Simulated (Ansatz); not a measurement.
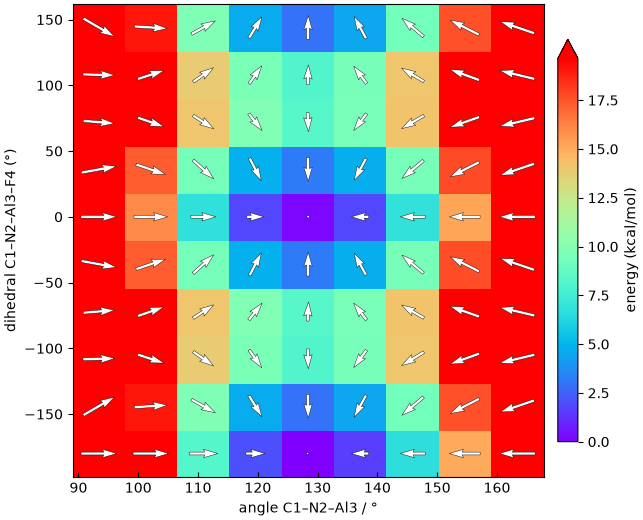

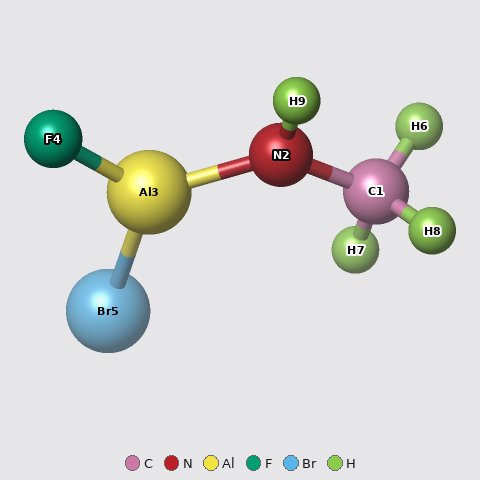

Energy landscape of CH4AlBrFN, SMILES C[NH][Al]([F])[Br]. First axis: angle C1–N2–Al3. Second axis: dihedral C1–N2–Al3–F4. Nothing is relaxed (all other coordinates rigid). The scan uses a 9 × 10 grid. Points are written as (first, second). All energies are given in kcal/mol relative to the lowest grid point. Energies and slopes of some neighbouring points disagree (a jump in structure or state, or too coarse a mesh). Method: Ansatz 0.2.0, RKS CAM-B3LYP-D4/def2-SVP.

In the figure: one coloured cell a grid point, arrows along the force (downhill), their lengths compressed, one colour for all values above the top of the scale. The second picture is the structure at the lowest point.

Summarise what can be read from the map.

Answer. The lowest grid point is at (128.4°, −180°). Other grid points that lie below all their neighbours: (128.4°, 0°) (0.22 kcal/mol higher). The highest grid point, (93.4°, −180°), lies 42.1 kcal/mol above the lowest.

Each point was launched as `ansatz run input.yaml --threads 1 --pin off --max-ram 2560MiB --backend cpu --events-out ev --progress --plain --runs-dir out`. Time for the 90 points that were run: 12 min on 1 thread of Arm Neoverse V1 (shared host).
